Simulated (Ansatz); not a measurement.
System: CsCl-type AuZn (cubic form, which distorts at low temperature). Method: HSE06 (plane waves, PAW; Ansatz, a quantum-chemistry and plane-wave program).

Run with plane-wave cutoff 460 eV, 8×8×8 k mesh, Fermi–Dirac smearing 0.05 eV, scalar-relativistic PAW data made under PBE.

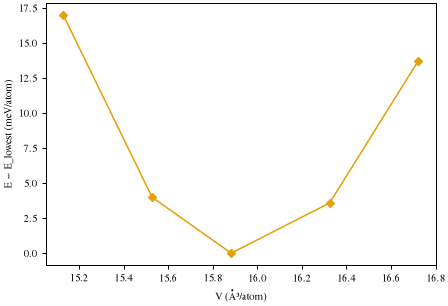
Fig. 1. Total energy against volume

Question: From the curve, estimate the equilibrium volume and the bulk modulus.

Answer: V0 ≈ 15.9 Å³/atom and B0 ≈ 120 GPa; the fit gives V0 = 15.926 Å³/atom, B0 = 123 GPa, B′ = 5.3.

Measured, for comparison: bulk modulus 131 GPa (temperature not stated, no zero-point or thermal correction; as tabulated in Nepal et al. (2020), arXiv:2007.11150). Computed less measured: bulk modulus -6 %.

Note: symmetry holds this phase in the static calculation, where it need not be a minimum.

Spin–orbit coupling is not included; it can shift volumes and moduli of such heavy elements.

Computed values are for the static lattice.

Computing time: around 16 core-minutes (rough).
